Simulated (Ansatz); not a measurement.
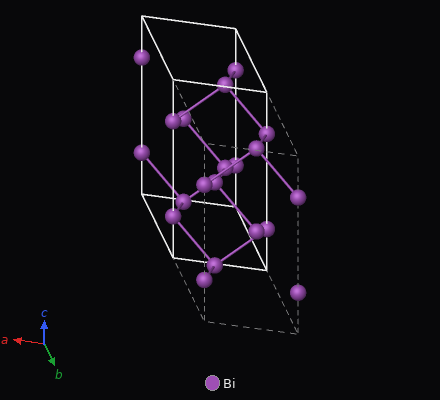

The structure, seen along [131]; the drawing may span several cells.

Given this structure, the end point of a relaxation at fixed volume with Ansatz 0.2.0, DFT PBE, spin-orbit coupling, plane waves, PAW, written in its standard cell:

```yaml
crystal:
  lattice:
    - [4.60905, 0.00000, 0.00000]
    - [-2.30452, 3.99155, 0.00000]
    - [0.00000, 0.00000, 12.13678]
  atoms:
    - { symbol: Bi, position: [0.33333, 0.66667, 0.89967] }
    - { symbol: Bi, position: [0.00000, 0.00000, 0.76699] }
    - { symbol: Bi, position: [0.00000, 0.00000, 0.23301] }
    - { symbol: Bi, position: [0.66667, 0.33333, 0.10033] }
    - { symbol: Bi, position: [0.66667, 0.33333, 0.56634] }
    - { symbol: Bi, position: [0.33333, 0.66667, 0.43366] }
```

### Predict the [131] zone-axis pattern (300 kV, kinematic, B = 1 Å²).

The spots form an oblique net whose two shortest vectors correspond to d = 3.33 Å and 1.28 Å, 81.0° apart. They are -1 1 -2 and 2 1 -5. The pattern has symmetry 2. The lattice centring (R) removes all reflections that break −h + k + l = 3n.

Strongest reflections with d > 0.80 Å, one of each family (|F|² from tabulated Gaussian fits of the electron scattering factors, times a small damping for the curvature of the Ewald sphere):

```json
{"hkl": "1 -1 2", "d (Å)": "3.335", "I (strongest = 100)": "100"}
{"hkl": "2 -2 4", "d (Å)": "1.667", "I (strongest = 100)": "27"}
{"hkl": "3 -3 6", "d (Å)": "1.112", "I (strongest = 100)": "7"}
{"hkl": "1 2 -7", "d (Å)": "1.138", "I (strongest = 100)": "6"}
{"hkl": "0 3 -9", "d (Å)": "0.947", "I (strongest = 100)": "4"}
{"hkl": "2 1 -5", "d (Å)": "1.281", "I (strongest = 100)": "4"}
```

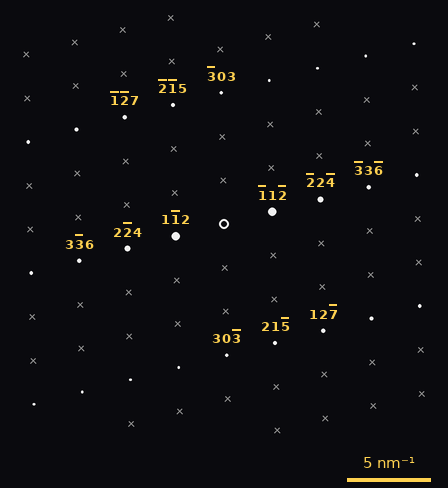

Calculated pattern, seen from the source side with [131] pointing towards the source; crosses mark the places of extinct reflections.
